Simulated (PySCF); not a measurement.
Geometry relaxation, with input and output: C3H10OSi

The run: geometry relaxation of C3H10OSi, SMILES C[Si](C)(C)O. Method and program: PBE0-D3(BJ)/def2-TZVP geometry optimisation, gas phase (PySCF 2.14.0).

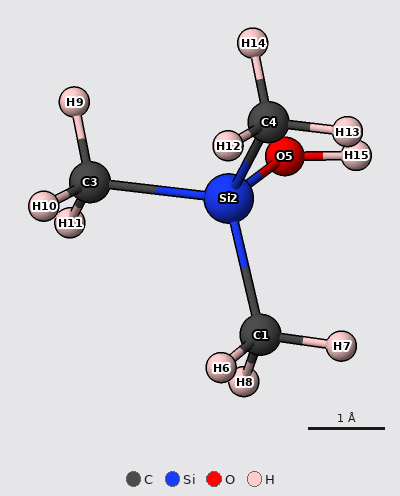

The starting structure (ball-and-stick view, seen at a tilt; atoms are numbered from 1 in the order of the input). Bond lengths as drawn: C–H 1.06 to 1.10 Å, C–Si 1.89 to 1.94 Å, H–O 0.95 Å and O–Si 1.63 Å.

## The input
```
{"job": {"xc": "PBE0", "basis": "def2-TZVP", "d3": "d3bj", "grid": 2, "shake": 0.01, "kind": "geom"}, "charge": 0, "multiplicity": 1}
C     -0.216000     1.226740    -1.284620
Si    -0.189520     0.079120     0.215970
C     -1.002150    -1.595900    -0.181160
C      1.659280    -0.115210     0.783020
O     -1.112360     0.663940     1.427230
H      0.309750     0.851970    -2.133910
H      0.204320     2.221020    -1.058160
H     -1.242560     1.425800    -1.622020
H     -0.968620    -2.237900     0.715740
H     -0.464890    -2.106310    -0.966830
H     -2.026680    -1.474670    -0.462920
H      2.249100    -0.564140     0.021460
H      2.045250     0.849400     1.033750
H      1.673120    -0.749810     1.672380
H     -0.933380     1.508580     1.832830
```

The first line tells a small driver script what to run in PySCF; the rest is the geometry in Å.

Run on 1 CPU thread, shared host.

Command:
```bash
OMP_NUM_THREADS=1 python <driver script> task.json out
```

## The program's output
```
step   0  E = -484.88148675  max force = 0.043431
step   1  E = -484.88394525  max force = 0.013772
step   2  E = -484.88653846  max force = 0.004001
step   3  E = -484.88693200  max force = 0.002833
step   4  E = -484.88705898  max force = 0.001145
step   5  E = -484.88707954  max force = 0.000380
step   6  E = -484.88709155  max force = 0.000437
optimisation converged
```

## Trajectory as extended XYZ (Å, eV, eV/Å), 7 frames, from step=0 to step=6
```
15
Properties=species:S:1:pos:R:3:forces:R:3 step=0 energy=-13194.29731
C    -0.2160    1.2267   -1.2846   -0.7202   0.7027   0.7696
Si   -0.1895    0.0791    0.2160    1.0499  -0.7215  -0.7604
C    -1.0022   -1.5959   -0.1812    1.0425   0.4562   0.9885
C     1.6593   -0.1152    0.7830   -2.2333  -0.2950   0.3264
O    -1.1124    0.6639    1.4272   -0.4460   0.1868   0.5267
H     0.3098    0.8520   -2.1339    0.5662  -0.4685  -0.6201
H     0.2043    2.2210   -1.0582    0.0253  -0.2968   0.0702
H    -1.2426    1.4258   -1.6220    0.0455  -0.1537   0.1308
H    -0.9686   -2.2379    0.7157   -0.0203   0.2070  -0.2535
H    -0.4649   -2.1063   -0.9668    0.1536  -0.1979  -0.3660
H    -2.0267   -1.4747   -0.4629   -0.7256   0.1293  -0.2547
H     2.2491   -0.5641    0.0215    0.6177  -0.3833  -0.7361
H     2.0452    0.8494    1.0337    0.4219   0.7131   0.1802
H     1.6731   -0.7498    1.6724    0.1244   0.0123   0.0122
H    -0.9334    1.5086    1.8328    0.0985   0.1092  -0.0138
15
Properties=species:S:1:pos:R:3:forces:R:3 step=1 energy=-13194.36421
C    -1.2198    0.2359   -1.2730    0.4517   0.6073  -0.3642
Si   -0.1465    0.0767    0.2433    0.3468   0.4140  -0.0809
C     0.1616   -1.7203    0.6397   -0.1510   0.1816   0.0354
C     1.4712    1.0128   -0.0171   -0.2774   0.3708  -0.2867
O    -0.9406    0.6527    1.5834    0.0803  -0.3076  -0.0244
H    -0.7135   -0.1645   -2.1602   -0.0372  -0.0100   0.1073
H    -1.4681    1.2866   -1.5030    0.1373  -0.2621   0.1463
H    -2.1484   -0.2860   -1.1520   -0.6243  -0.4069   0.0726
H     0.6905   -1.8540    1.5987   -0.3265   0.0014  -0.3311
H     0.7147   -2.2364   -0.1483    0.0142   0.0343   0.0079
H    -0.8484   -2.1536    0.6787    0.2889  -0.2015   0.2393
H     2.0196    0.6210   -0.8820   -0.1215   0.0877  -0.0039
H     1.4282    2.1224   -0.1014   -0.2195  -0.7082  -0.0488
H     2.0754    0.7964    0.8459    0.4825  -0.0700   0.5505
H    -1.0954    1.5901    1.6440   -0.0443   0.2691  -0.0193
15
Properties=species:S:1:pos:R:3:forces:R:3 step=2 energy=-13194.43477
C    -1.2167    0.2444   -1.2787   -0.0443   0.0519  -0.0811
Si   -0.1420    0.0845    0.2408    0.0061   0.0001  -0.0011
C     0.1545   -1.7128    0.6313   -0.2058   0.0724  -0.1370
C     1.4704    0.9974   -0.0047    0.2031  -0.0699   0.1933
O    -0.9345    0.6632    1.5788    0.0012   0.0136   0.0250
H    -0.7099   -0.1610   -2.1599   -0.0156  -0.0249   0.0212
H    -1.4464    1.2919   -1.4963   -0.0011  -0.0001   0.0169
H    -2.1670   -0.2856   -1.1580    0.0764   0.0152   0.0108
H     0.6789   -1.8403    1.5778    0.0245  -0.0108   0.0526
H     0.7160   -2.2210   -0.1553    0.0326   0.0164  -0.0119
H    -0.8252   -2.1960    0.7058    0.0850  -0.0851   0.0763
H     2.0057    0.6200   -0.8810   -0.0336   0.0405  -0.0209
H     1.3766    2.0835   -0.1033   -0.1042  -0.0819  -0.0519
H     2.1071    0.8052    0.8679   -0.0138   0.0511  -0.0766
H    -1.0867    1.6064    1.6317   -0.0105   0.0113  -0.0157
15
Properties=species:S:1:pos:R:3:forces:R:3 step=3 energy=-13194.44548
C    -1.2119    0.2542   -1.2808   -0.0133   0.0090  -0.0085
Si   -0.1439    0.0822    0.2440   -0.0426  -0.0687   0.0137
C     0.1468   -1.7163    0.6300   -0.1136   0.0044  -0.0504
C     1.4721    0.9873    0.0017    0.1457  -0.1395   0.1394
O    -0.9369    0.6688    1.5788    0.0001   0.0444   0.0147
H    -0.7075   -0.1582   -2.1592   -0.0016  -0.0102  -0.0026
H    -1.4341    1.3030   -1.4947   -0.0127   0.0204  -0.0095
H    -2.1633   -0.2728   -1.1587    0.0533   0.0254   0.0087
H     0.6800   -1.8383    1.5733    0.0623   0.0086   0.0350
H     0.7153   -2.2145   -0.1588    0.0247   0.0131  -0.0047
H    -0.8139   -2.2298    0.7232    0.0074  -0.0218   0.0091
H     2.0000    0.6183   -0.8818   -0.0098   0.0143  -0.0214
H     1.3435    2.0643   -0.1113   -0.0472   0.0846  -0.0372
H     2.1225    0.8184    0.8682   -0.0462   0.0406  -0.0758
H    -1.0881    1.6134    1.6231   -0.0066  -0.0245  -0.0106
15
Properties=species:S:1:pos:R:3:forces:R:3 step=4 energy=-13194.44894
C    -1.2064    0.2630   -1.2808    0.0087   0.0013   0.0136
Si   -0.1468    0.0766    0.2488   -0.0236  -0.0313   0.0107
C     0.1407   -1.7220    0.6310   -0.0250  -0.0303   0.0216
C     1.4728    0.9787    0.0059    0.0229  -0.0589   0.0292
O    -0.9405    0.6717    1.5799    0.0085   0.0141   0.0044
H    -0.7039   -0.1548   -2.1577    0.0002  -0.0001  -0.0064
H    -1.4221    1.3137   -1.4935   -0.0044   0.0056  -0.0086
H    -2.1593   -0.2586   -1.1580    0.0086   0.0135  -0.0005
H     0.6875   -1.8373    1.5697    0.0320   0.0125  -0.0075
H     0.7141   -2.2104   -0.1610    0.0064   0.0066  -0.0024
H    -0.8079   -2.2545    0.7358   -0.0102   0.0123  -0.0134
H     1.9952    0.6133   -0.8825    0.0020  -0.0010  -0.0068
H     1.3190    2.0525   -0.1219   -0.0012   0.0493  -0.0110
H     2.1317    0.8317    0.8665   -0.0168   0.0199  -0.0162
H    -1.0937    1.6162    1.6147   -0.0081  -0.0135  -0.0068
15
Properties=species:S:1:pos:R:3:forces:R:3 step=5 energy=-13194.44950
C    -1.2040    0.2661   -1.2798    0.0083  -0.0003   0.0080
Si   -0.1478    0.0736    0.2512   -0.0065  -0.0020   0.0029
C     0.1396   -1.7250    0.6326    0.0013  -0.0185   0.0196
C     1.4723    0.9758    0.0065   -0.0123  -0.0071  -0.0064
O    -0.9418    0.6712    1.5810    0.0108  -0.0039   0.0045
H    -0.7027   -0.1532   -2.1568   -0.0007   0.0006  -0.0025
H    -1.4163    1.3176   -1.4926    0.0019   0.0014  -0.0028
H    -2.1588   -0.2515   -1.1581   -0.0057   0.0043  -0.0032
H     0.6944   -1.8373    1.5674    0.0096   0.0050  -0.0105
H     0.7124   -2.2098   -0.1623   -0.0028   0.0020  -0.0033
H    -0.8072   -2.2597    0.7406   -0.0042   0.0106  -0.0057
H     1.9940    0.6091   -0.8819    0.0037  -0.0046   0.0022
H     1.3130    2.0495   -0.1282    0.0062   0.0076  -0.0030
H     2.1326    0.8384    0.8663   -0.0002   0.0077   0.0057
H    -1.0993    1.6150    1.6110   -0.0095  -0.0025  -0.0054
15
Properties=species:S:1:pos:R:3:forces:R:3 step=6 energy=-13194.44982
C    -1.2025    0.2682   -1.2785    0.0015  -0.0007   0.0003
Si   -0.1482    0.0715    0.2532    0.0041   0.0126  -0.0034
C     0.1399   -1.7271    0.6340    0.0149   0.0008   0.0028
C     1.4717    0.9742    0.0064   -0.0198   0.0225  -0.0165
O    -0.9423    0.6697    1.5826    0.0108  -0.0112   0.0061
H    -0.7022   -0.1521   -2.1557   -0.0009  -0.0002   0.0011
H    -1.4105    1.3208   -1.4912    0.0053  -0.0004   0.0012
H    -2.1598   -0.2449   -1.1586   -0.0079  -0.0009  -0.0026
H     0.7025   -1.8380    1.5642   -0.0054  -0.0028  -0.0055
H     0.7090   -2.2100   -0.1649   -0.0080  -0.0024  -0.0031
H    -0.8067   -2.2609    0.7459    0.0007   0.0030   0.0047
H     1.9947    0.6037   -0.8798    0.0039  -0.0063   0.0070
H     1.3106    2.0475   -0.1355    0.0052  -0.0162  -0.0004
H     2.1317    0.8451    0.8673    0.0056  -0.0012   0.0123
H    -1.1074    1.6122    1.6076   -0.0100   0.0034  -0.0041
```

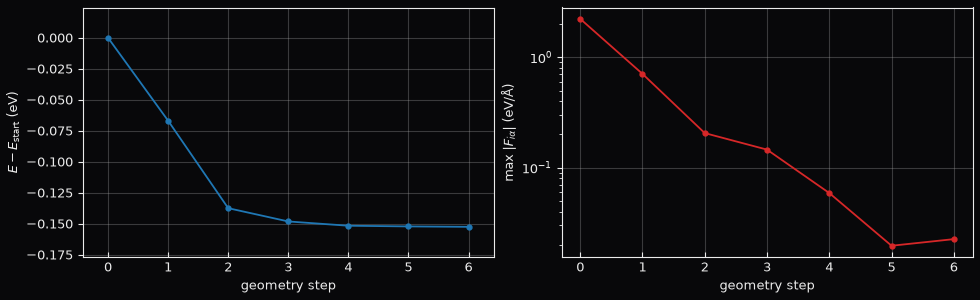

Progress of the relaxation, step by step (steps are counted from 0).

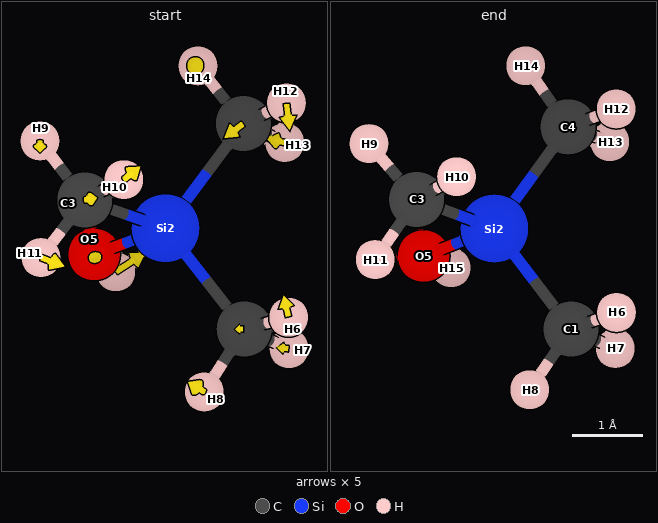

Before (left) and after (right) the relaxation, at one scale (ball-and-stick view, seen at a tilt). The yellow arrows give the displacements, magnified 5 times. The largest move after the best rigid fit is that of H15, 0.11 Å. Largest moves by element: H 0.11 Å, C 0.08 Å, O 0.05 Å, Si 0.01 Å. Distances before and after: Si2–C4 1.944 → 1.871 Å, Si2–C3 1.904 → 1.861 Å, C4–H12 1.063 → 1.094 Å, Si2–O5 1.631 → 1.660 Å. Among the angles that change: Si2–O5–H15 121.8° → 117.3°, Si2–C4–H14 107.9° → 111.2°, Si2–C1–H6 114.3° → 111.0°. After 6 geometry steps the energy has fallen by 0.153 eV. Largest force component: 2.2 eV/Å at the start, 0.022 eV/Å at the end. (Atoms are counted from 1 in the order of the input.)

## Results in brief

- outcome: converged
- total energy: −484.887092 hartree
- dipole moment: 1.32 D
- point group: C1
- wall time: 3 min
- peak memory: 1.1 GiB
